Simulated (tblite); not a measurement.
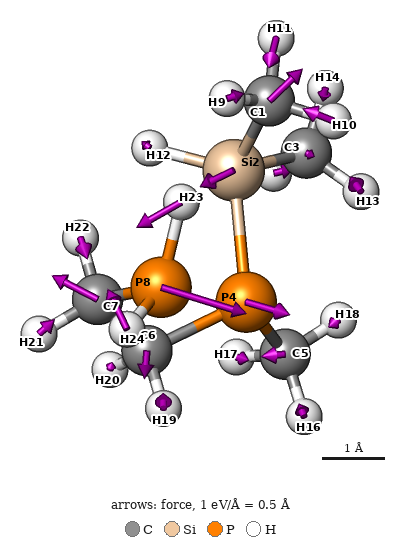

Starting geometry of C₅H₁₆P₂Si with the computed forces as purple arrows. The picture is a ball-and-stick view, seen from a free direction.

The calculation used tblite, GFN2-xTB geometry optimisation, gas phase. 

### What follows when this structure is relaxed?

It isn't relaxed: the largest force vector, on a P atom, is 2.93 eV/Å. The final displacements have little in common with the starting forces (cosine between the two patterns 0.21). The largest move after the best rigid fit is that of an H atom, 1.03 Å. Largest moves by element: H 1.03 Å, P 0.75 Å, C 0.54 Å, Si 0.21 Å. Some distances before and after: P–P 3.280 → 2.910 Å, H–P 1.445 → 1.393 Å, C–H 1.137 → 1.085 Å, P–Si 2.209 → 2.259 Å. Bond angles that change, for instance: H–P–H 113.1° → 91.4°, C–P–H 112.9° → 94.7°, C–P–H 112.4° → 96.9°. Groups turn about C–P by about 35°, C–C by about 20°. Over 210 geometry steps the energy falls by 41.4 kcal/mol.
